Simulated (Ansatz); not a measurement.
# InP (zinc blende): energy over volume and axial ratio

InP (zinc blende)

```yaml
crystal:
  lattice:
    - [0.00000, 2.97990, 2.97990]
    - [2.97990, 0.00000, 2.97990]
    - [2.97990, 2.97990, 0.00000]
  atoms:
    - { symbol: P, position: [0.75000, 0.75000, 0.75000] }
    - { symbol: In, position: [0.00000, 0.00000, 0.00000] }
```

The relaxed cell is deformed in two ways at once: its volume V is scaled, and at that volume it is stretched along z (the c axis of the conventional cell) so that c/a changes. Fractional atomic positions are held.

Calculation: PBE (plane waves to 420 eV, PAW, scalar-relativistic; Ansatz, a first-principles code). k mesh 10×10×10 (Γ-centred), Fermi-Dirac smearing 0.05 eV. The energy includes the smearing's −TS. InP was relaxed with its symmetry unable to fall. The PAW data are Ansatz's earlier set. The zero of ΔE is the relaxed starting cell.

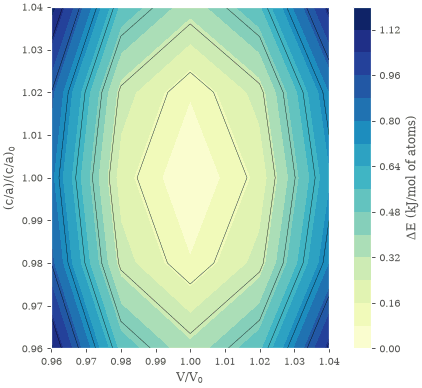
ΔE (kJ/mol of atoms) over the 5×5 grid of computed points.

The shear modulus C′ = (C11 − C12)/2 (fit, atoms clamped) comes out as 21 GPa. Highest place on the grid: V/V₀ = 0.960, (c/a)/(c/a)₀ = 1.040 (11.9 meV/atom). Lowest place on the grid: V/V₀ = 1.000, (c/a)/(c/a)₀ = 1.000 (0.0 meV/atom).

Near the relaxed cell σzz − σxx = −2Cδ (compression positive), C being this modulus and δ the logarithm of the ratio.

(A scan under strain: stresses follow from slopes of the energy per volume, elastic moduli from its curvatures.)
